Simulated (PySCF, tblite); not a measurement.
# C₄H₅FO₂: dynamics, then NMR shifts on frames

How do NMR shifts of C₄H₅FO₂ (`COC(=O)/C=C/F`) change as the atoms move?

Programs: tblite 0.8.0 and PySCF 2.14.0, with density-fitted response routines of our own. Each step states its level of theory. These are calculated values for one molecule in the gas phase, unless marked as measured. Atoms count from 0, in the outputs and in this text.

### Step 1. The molecule as given

12 atoms, charge 0, multiplicity 1; geometry from: GFN2-xTB.

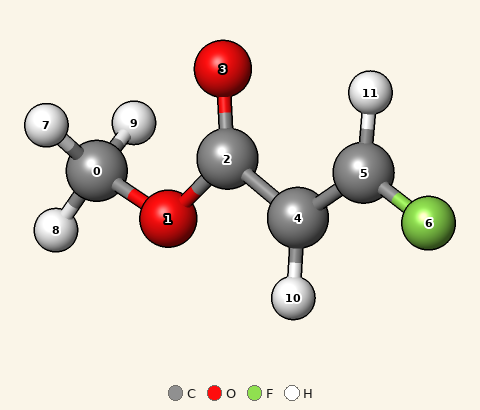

As it starts; carbon grey, oxygen red, fluorine green, hydrogen white, atoms numbered.

### Step 2. Dynamics with GFN2-xTB

The job: settings as JSON, then the geometry in Å.

```
{"job": {"kind": "md", "xc": "GFN2-xTB", "basis": "xTB", "temperature": 300, "steps": 2000, "every": 50, "frames": 5}, "charge": 0, "multiplicity": 1}
C      2.290429    -0.003432    -0.125619
O      0.981442    -0.462661    -0.430610
C     -0.024646     0.166765     0.187538
O      0.125237     1.076183     0.964004
C     -1.321639    -0.408355    -0.216706
C     -2.451454     0.070667     0.283707
F     -3.640999    -0.419864    -0.051366
H      2.395311     1.049081    -0.396365
H      2.970284    -0.619165    -0.708413
H      2.491161    -0.112493     0.942101
H     -1.300964    -1.222159    -0.923293
H     -2.512963     0.884747     0.993123
```

Method: GFN2-xTB Langevin dynamics, gas phase.

The run is started by

```console
$ OMP_NUM_THREADS=1 python probes_run.py task.json out
```

This one command runs all jobs of the session in turn.

What it wrote:

```text
t/fs     T/K      E/eV
    0.0   261.5   -651.78969
   25.0   158.2   -651.50495
   50.0   251.0   -651.60436
   75.0   158.2   -651.43688
  100.0   236.8   -651.54915
  125.0   218.2   -651.58323
  150.0   270.4   -651.55742
  175.0   280.6   -651.52890
  200.0   150.8   -651.45562
  225.0   237.6   -651.48776
  250.0   272.8   -651.46475
  275.0   332.6   -651.40877
  300.0   228.1   -651.25983
  325.0   312.5   -651.31324
  350.0   274.1   -651.29069
  375.0   249.1   -651.27780
  400.0   354.7   -651.29891
  425.0   218.2   -651.18273
  450.0   305.6   -651.38699
  475.0   383.7   -651.50007
  500.0   410.9   -651.41450
  525.0   289.7   -651.32180
  550.0   273.7   -651.34724
  575.0   284.5   -651.32823
  600.0   349.4   -651.49815
  625.0   217.8   -651.45315
  650.0   336.2   -651.49621
  675.0   307.8   -651.37282
  700.0   196.0   -651.33499
  725.0   209.2   -651.20708
  750.0   388.3   -651.47310
  775.0   220.3   -651.29085
  800.0   340.3   -651.45559
  825.0   315.2   -651.36591
  850.0   245.7   -651.42511
  875.0   292.8   -651.43948
  900.0   235.6   -651.36302
  925.0   337.3   -651.60647
  950.0   237.4   -651.26942
  975.0   361.4   -651.42666
 1000.0   311.2   -651.27411
```

Run time: 30 s. Hardware: 1 thread of AMD EPYC, shared host.

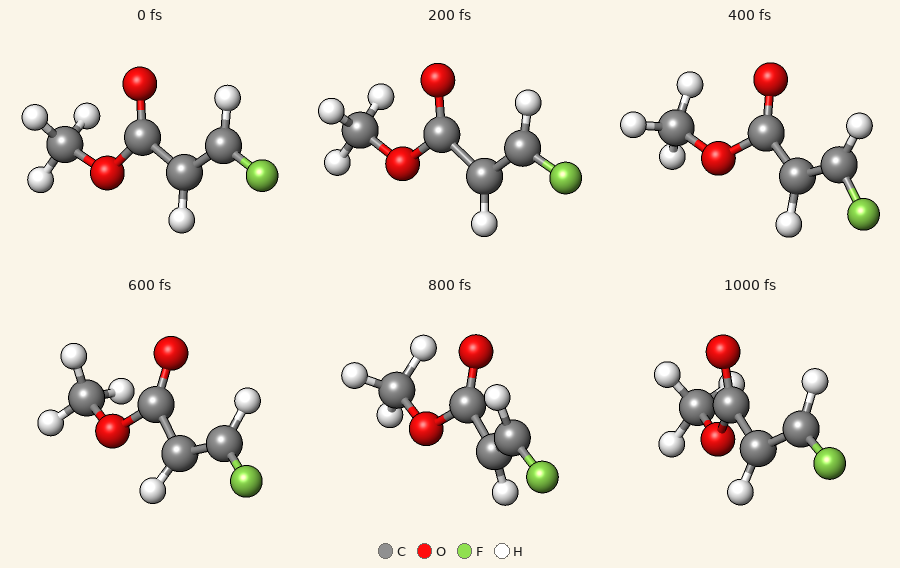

Frames of the run.

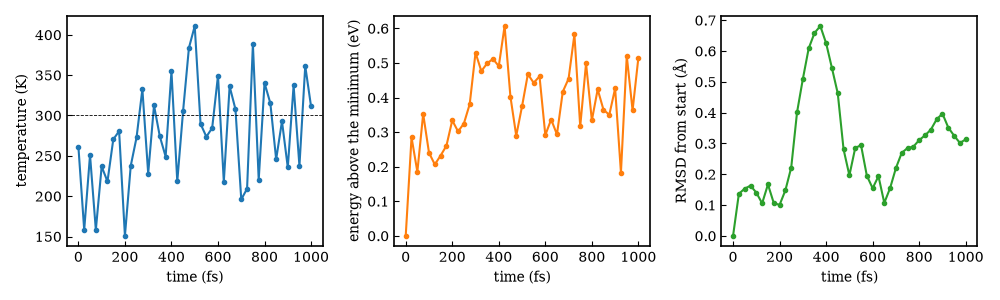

Temperature, potential energy and distance from the start.

Positions (Å) and forces (eV/Å) at 1000 fs:

```xyz
12

C     1.422   -0.909    1.358    0.684   -2.206   -0.827
O     0.237   -1.047    0.566   -0.345    1.284    1.348
C    -0.681   -0.037    0.703   -0.193   -0.500   -0.220
O    -0.548    0.992    1.333   -0.151   -1.548   -0.790
C    -1.875   -0.523   -0.100   -1.174    1.418    1.229
C    -3.116   -0.176    0.311    0.587   -0.156   -0.372
F    -4.293   -0.540   -0.317    1.734    0.475    0.954
H     1.762    0.076    1.331    0.519    1.752   -0.143
H     2.155   -1.560    0.761   -0.733    0.657    1.274
H     1.350   -1.178    2.447   -0.339   -0.253   -1.145
H    -1.609   -1.122   -0.939   -0.188   -0.306   -0.308
H    -3.213    0.454    1.229   -0.401   -0.617   -0.997
```

### Step 3. NMR shieldings: 250 fs, PBE0/pcSseg-1

The job: settings as JSON, then the geometry in Å.

```
{"job": {"kind": "nmr", "xc": "PBE0", "basis": "pcSseg-1", "pop": false}, "charge": 0, "multiplicity": 1}
C      1.870800     0.589300     0.084100
O      0.619900    -0.136600    -0.119900
C     -0.458700     0.301200     0.473800
O     -0.404900     1.268200     1.164700
C     -1.711900    -0.378400     0.164900
C     -2.878100     0.202000     0.393600
F     -4.017700    -0.411100     0.184500
H      1.650300     1.677100    -0.138300
H      2.495800     0.103700    -0.616500
H      2.262900     0.387600     1.111200
H     -1.647300    -1.333500    -0.316700
H     -2.979800     1.229500     0.874500
```

With the program's defaults for keys left out, this is: GIAO PBE0/pcSseg-1 NMR shielding, non-relativistic, gas phase.

What it wrote:

```text
coarse grid: 10704 points
cycle   1  E = -404.9834068236  dE =  1.242e+00  |g| = 9.500e-01  |ddm| = 3.068e+00
cycle   2  E = -404.6493210188  dE =  3.341e-01  |g| = 1.627e+00  |ddm| = 1.912e+00
cycle   3  E = -405.1351149385  dE = -4.858e-01  |g| = 2.693e-01  |ddm| = 1.419e+00
cycle   4  E = -405.1471183193  dE = -1.200e-02  |g| = 9.506e-02  |ddm| = 2.219e-01
cycle   5  E = -405.1486084522  dE = -1.490e-03  |g| = 2.158e-02  |ddm| = 6.205e-02
cycle   6  E = -405.1487062622  dE = -9.781e-05  |g| = 6.348e-03  |ddm| = 2.101e-02
cycle   7  E = -405.1487132188  dE = -6.957e-06  |g| = 2.602e-03  |ddm| = 6.622e-03
final grid: 105712 points
cycle   8  E = -405.2170330116  dE = -1.605e-05  |g| = 1.193e-02  |ddm| = 2.299e-02
cycle   9  E = -405.2169980032  dE =  3.501e-05  |g| = 1.812e-02  |ddm| = 1.956e-02
cycle  10  E = -405.2170596509  dE = -6.165e-05  |g| = 1.393e-03  |ddm| = 1.246e-02
cycle  11  E = -405.2170600072  dE = -3.563e-07  |g| = 3.570e-04  |ddm| = 1.031e-03
cycle  12  E = -405.2170600258  dE = -1.862e-08  |g| = 1.397e-04  |ddm| = 2.921e-04
cycle  13  E = -405.2170600298  dE = -3.914e-09  |g| = 3.683e-05  |ddm| = 1.197e-04
cycle  14  E = -405.2170600300  dE = -2.702e-10  |g| = 1.209e-05  |ddm| = 3.533e-05
converged SCF energy = -405.2170600300

GIAO shielding tensors (ppm)
atom      isotropic    diamagn.    paramagn.     s11        s22        s33       span
  0 C      125.593     246.630    -121.037     92.246    112.573    171.960     79.714
  1 O      140.999     402.496    -261.497    -10.964    211.718    222.243    233.207
  2 C       18.277     249.432    -231.155    -76.127     49.888     81.070    157.197
  3 O      -67.696     403.829    -471.525   -328.031   -201.232    326.176    654.207
  4 C       79.763     255.598    -175.835    -12.434    103.226    148.498    160.931
  5 C       10.888     252.494    -241.606    -93.010     48.839     76.834    169.844
  6 F      275.480     466.889    -191.409    164.505    229.705    432.229    267.724
  7 H       26.207      28.395      -2.188     22.689     24.628     31.303      8.615
  8 H       28.177      30.369      -2.192     24.471     27.126     32.934      8.462
  9 H       27.133      28.527      -1.394     23.545     25.148     32.707      9.163
 10 H       26.210      31.058      -4.848     23.914     24.963     29.753      5.839
 11 H       22.954      27.760      -4.806     20.221     22.563     26.079      5.858
```

Run time: 33 s. Hardware: 1 thread of AMD EPYC, shared host; peak memory 0.7 GiB.

The references, computed at this level on geometries of the same kind, shield at (ppm): 1H TMS 31.72, 13C TMS 186.9, 19F CFCl3 170.9, 17O H2O 336.1. Their shielding less the atom's gives the shift. The references are single molecules in the gas phase, so shifts against H2O, NH3, PH3, H3PO4 or CFCl3 are not on the usual liquid scales and can be off by tens of ppm. Each atom is listed at this fixed geometry, with no averaging over motion; a spectrum would average atoms that exchange fast.

```csv
atoms,environment,σ (ppm),δ (ppm)
C5,β carbon of a C=C–C=O unit,10.9,176.0
C2,ester carbonyl carbon,18.3,168.6
C4,α carbon of a C=C–C=O unit,79.8,107.2
C0,methyl carbon bonded to O,125.6,61.3
H11,hydrogen on a β carbon of a C=C–C=O unit,22.95,8.76
H7,hydrogen on a methyl carbon bonded to O,26.21,5.51
H10,hydrogen on an α carbon of a C=C–C=O unit,26.21,5.51
H9,hydrogen on a methyl carbon bonded to O,27.13,4.58
H8,hydrogen on a methyl carbon bonded to O,28.18,3.54
O3,ester carbonyl oxygen,-67.7,403.8
O1,ester alkoxy oxygen,141.0,195.1
F6,vinylic fluorine,275.5,-104.5
```

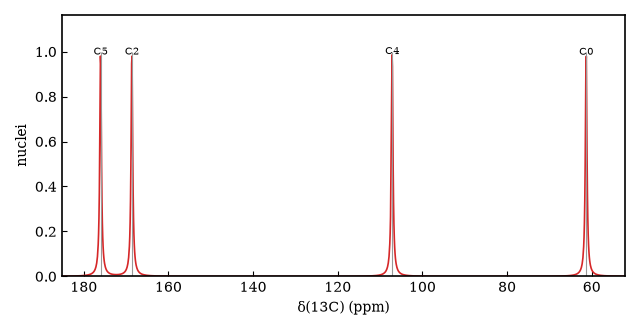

13C lines at the computed shifts, without couplings. Lines are broadened to a width of 0.46 ppm (Lorentzian).

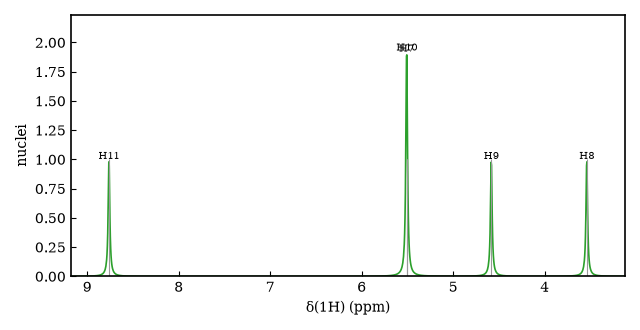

1H lines at the computed shifts, without couplings. Lines are broadened to a width of 0.02 ppm (Lorentzian).

### Step 4. Nuclear shieldings: 425 fs, PBE0/pcSseg-1

The job: settings as JSON, then the geometry in Å.

```
{"job": {"kind": "nmr", "xc": "PBE0", "basis": "pcSseg-1", "pop": false}, "charge": 0, "multiplicity": 1}
C      1.627200     0.345700     0.701700
O      0.410300    -0.134900     0.064700
C     -0.697700     0.311700     0.742200
O     -0.717400     0.954600     1.769500
C     -1.849000    -0.351900     0.230600
C     -3.147800    -0.129400     0.351400
F     -3.949000    -0.887000    -0.388100
H      1.433000     0.947600     1.602900
H      2.249700     0.998800     0.009300
H      2.099000    -0.586700     0.968600
H     -1.663300    -1.046600    -0.531500
H     -3.752100     0.570600     0.837900
```

With the program's defaults for keys left out, this is: GIAO PBE0/pcSseg-1 NMR shielding, non-relativistic, gas phase.

What it wrote:

```text
coarse grid: 10704 points
cycle   1  E = -404.9704986348  dE =  1.198e+00  |g| = 9.444e-01  |ddm| = 3.083e+00
cycle   2  E = -404.5788406828  dE =  3.917e-01  |g| = 1.708e+00  |ddm| = 1.995e+00
cycle   3  E = -405.1180293716  dE = -5.392e-01  |g| = 3.109e-01  |ddm| = 1.501e+00
cycle   4  E = -405.1346159669  dE = -1.659e-02  |g| = 1.021e-01  |ddm| = 2.628e-01
cycle   5  E = -405.1363726589  dE = -1.757e-03  |g| = 2.423e-02  |ddm| = 7.037e-02
cycle   6  E = -405.1364882155  dE = -1.156e-04  |g| = 6.846e-03  |ddm| = 2.312e-02
cycle   7  E = -405.1364955065  dE = -7.291e-06  |g| = 2.715e-03  |ddm| = 6.881e-03
final grid: 105712 points
cycle   8  E = -405.2043681036  dE = -1.128e-05  |g| = 1.392e-02  |ddm| = 2.570e-02
cycle   9  E = -405.2043105699  dE =  5.753e-05  |g| = 2.246e-02  |ddm| = 2.367e-02
cycle  10  E = -405.2044032097  dE = -9.264e-05  |g| = 1.935e-03  |ddm| = 1.582e-02
cycle  11  E = -405.2044038637  dE = -6.540e-07  |g| = 4.765e-04  |ddm| = 1.370e-03
cycle  12  E = -405.2044039025  dE = -3.879e-08  |g| = 1.534e-04  |ddm| = 4.238e-04
cycle  13  E = -405.2044039074  dE = -4.882e-09  |g| = 3.614e-05  |ddm| = 1.281e-04
cycle  14  E = -405.2044039076  dE = -2.515e-10  |g| = 1.362e-05  |ddm| = 3.439e-05
converged SCF energy = -405.2044039076

GIAO shielding tensors (ppm)
atom      isotropic    diamagn.    paramagn.     s11        s22        s33       span
  0 C      130.878     244.887    -114.009     94.424    116.928    181.281     86.857
  1 O      126.275     400.440    -274.165    -77.243    209.776    246.292    323.535
  2 C       13.323     246.259    -232.936    -89.475     51.303     78.142    167.617
  3 O     -107.683     401.349    -509.032   -409.903   -227.820    314.675    724.578
  4 C       76.802     253.894    -177.092    -15.829    106.964    139.270    155.099
  5 C       15.612     246.016    -230.404    -85.777     46.754     85.859    171.635
  6 F      256.224     469.797    -213.573    139.394    244.517    384.760    245.365
  7 H       25.655      29.152      -3.497     21.792     26.388     28.785      6.993
  8 H       27.266      27.565      -0.299     23.403     25.362     33.033      9.631
  9 H       28.151      29.024      -0.873     23.206     26.603     34.645     11.438
 10 H       26.275      32.487      -6.211     23.022     23.783     32.021      8.999
 11 H       24.707      29.455      -4.748     22.135     24.351     27.637      5.502
```

It took 35 s on 1 thread of AMD EPYC, shared host; peak memory 0.72 GiB.

Key values: δ C2 173.6, C5 171.3, C4 110.1, C0 56.0, H11 7.01, H7 6.06 ppm.

(Part 1 of 2 ends here.)
